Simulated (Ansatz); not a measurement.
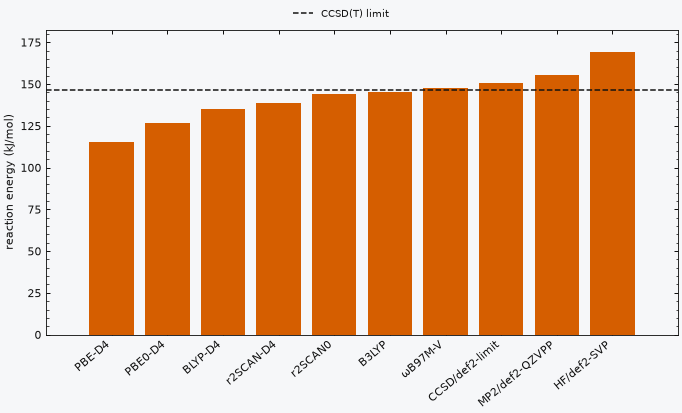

Electronic reaction energy of Si₃H₈O₂ ([SiH3]O[SiH2]O[SiH3]) → Si₃H₈O₂ (O[SiH2][SiH2]O[SiH3]) (SMILES in brackets) at several levels (functionals in def2-TZVPP unless a basis is named), isolated molecules at PBE0-D4 triple-zeta geometries, minima by their frequencies, no zero-point or thermal terms, the Ansatz code. The line is frozen-core CCSD(T) at the basis limit (MP2 extrapolated from triple and quadruple zeta, plus CCSD(T) less MP2 in a smaller set). No dispersion term is added to r2SCAN0 and B3LYP. The distance of MP2/def2-QZVPP and HF/def2-SVP to the limit includes basis error.

### What range do the values span, the line included?

From 115.5 kJ/mol (PBE-D4) to 169.1 kJ/mol (HF/def2-SVP).

### What do zero-point energy and temperature add?

Zero-point change 2.5 kJ/mol; at 298.15 K and 1 bar the CCSD(T) limit plus thermal terms gives an enthalpy of reaction of 149.2 and a free energy of 151.9 kJ/mol (harmonic PBE0-D4 modes, ideal gas).

Caveats: one conformer of each flexible molecule.
